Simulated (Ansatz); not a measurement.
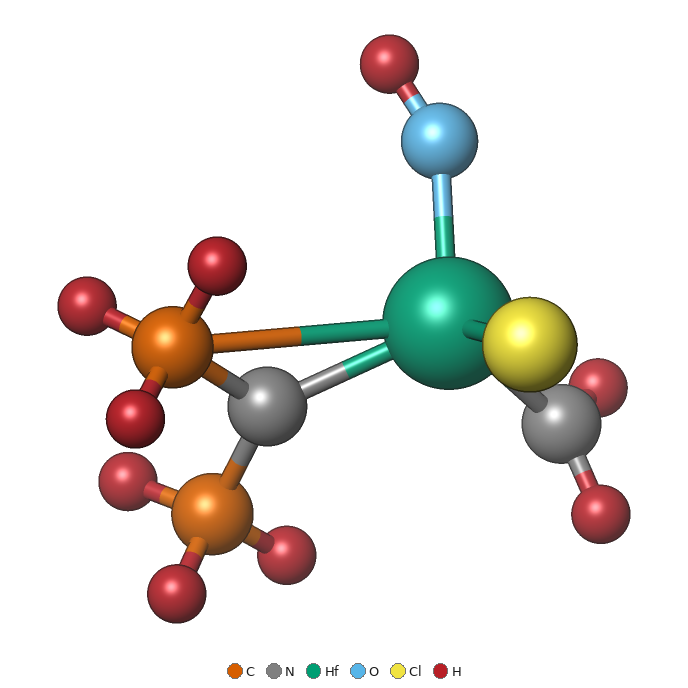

A ball-and-stick model of a molecule.

Charge 0, singlet. The computed structure is the end point of a PBE0-D4/def2-TZVP optimisation.

Give the formula.

Answer. C2H9ClHfN2O, 16 atoms: 2 carbon, 9 hydrogen, 1 chlorine, 1 hafnium, 2 nitrogen and 1 oxygen.

How many bonds of each kind are drawn?

Answer. 6 C–H, 2 C–N, 2 Hf–N, 2 N–H, 1 O–H, 1 C–Hf, 1 Cl–Hf, 1 Hf–O. Sticks follow a distance rule.

The parts below concern this one geometry. Atoms keep their numbers from picture to picture.

## Symmetry

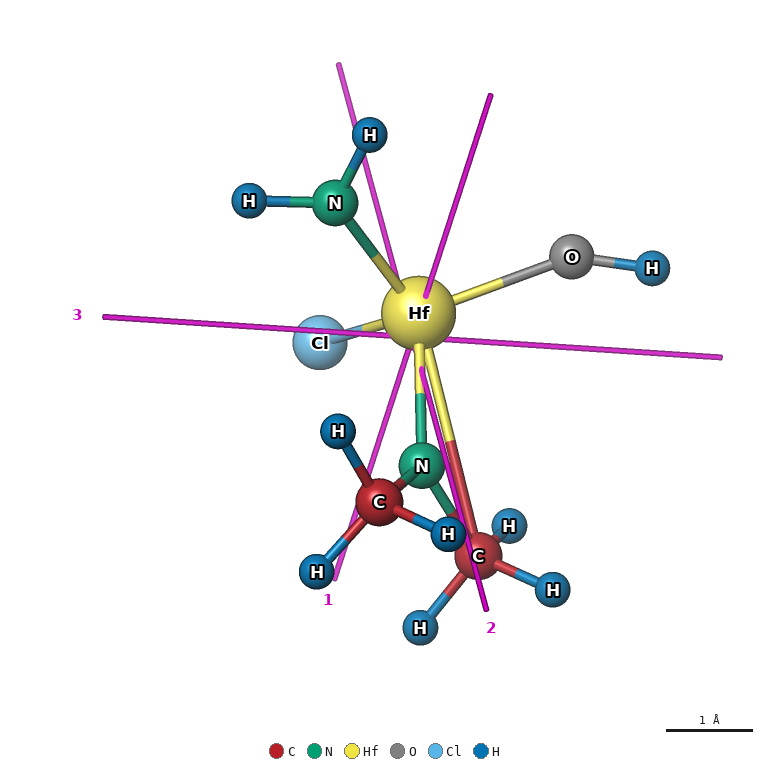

The three principal axes of inertia are drawn and numbered. Atoms fade into the background with distance from the viewer. Masses are those of the most abundant isotopes; constants are for the rigid equilibrium geometry.

Which line is the a axis (least moment of inertia), which b and which c?

Answer. a is line 2, b is line 1, c is line 3; the moments are 337, 461, 549 u Å².

What kind of rotor is it, and what are its rotational constants in GHz?

Answer. An asymmetric top (C1): A = 1.50, B = 1.10, C = 0.921 GHz. Ray's parameter κ is −0.39, nearer the prolate limit.

## Levels of theory compared

Program: Ansatz 0.2.0.

At this fixed geometry, give vertical IP (eV), HOMO energy (eV), HOMO–LUMO gap (eV) at these levels: B3LYP-D4/def2-TZVPP; PBE-D4/def2-TZVPP; PBE0-D4/def2-TZVPP; r2SCAN-D4/def2-TZVPP; ωB97M-V/def2-TZVPP; ωB97X-V/def2-TZVPP.

```
               level  vertical IP (eV)  HOMO energy (eV)  HOMO–LUMO gap (eV)
 B3LYP-D4/def2-TZVPP              8.26             −6.24                5.91
   PBE-D4/def2-TZVPP              8.03             −5.19                4.36
  PBE0-D4/def2-TZVPP              8.18             −6.45                6.41
r2SCAN-D4/def2-TZVPP              8.04             −5.42                4.84
  ωB97M-V/def2-TZVPP              8.30             −8.70                9.84
  ωB97X-V/def2-TZVPP              8.30             −8.79               10.39
```

## Dipole moment

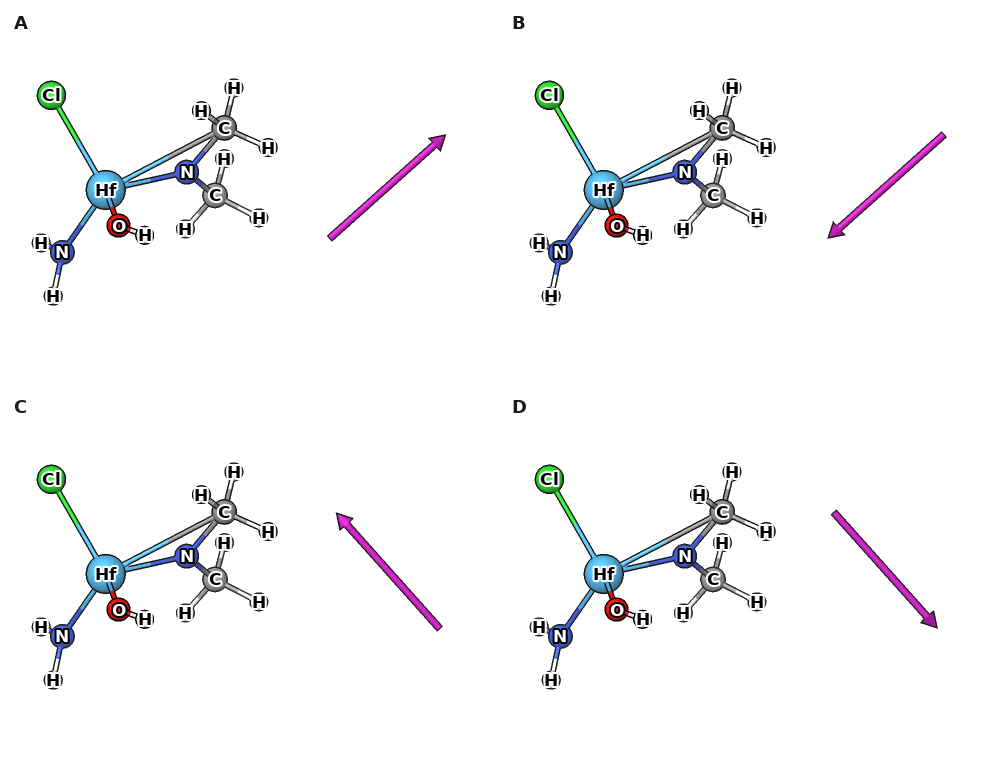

The same molecule four times, each with an arrow. Level of theory: RKS PBE0-D4/def2-TZVP, core potentials on Hf (Ansatz 0.2.0).

Which arrow points along the dipole moment, from the negative to the positive end?

Answer. D. The dipole moment is 3.23 D.

## Vibrations

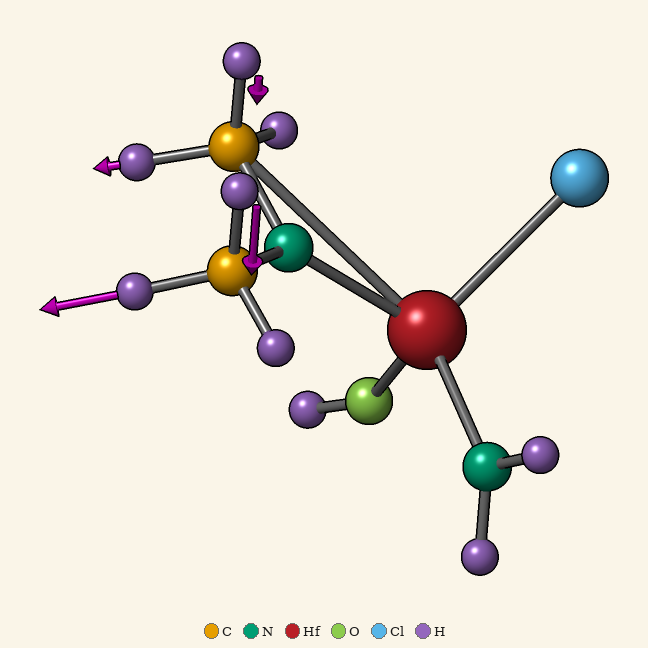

The arrows show one normal mode. Harmonic vibrations computed with RKS PBE0-D4/def2-TZVP, core potentials on Hf (Ansatz 0.2.0) at a stationary point of the same level.

What kind of motion is it?

Answer. Mostly out-of-phase stretching of 2 C–H bonds.

Estimate its harmonic wavenumber.

Answer. 3018 cm⁻¹; it is mode 36 of 42 counted from the lowest.
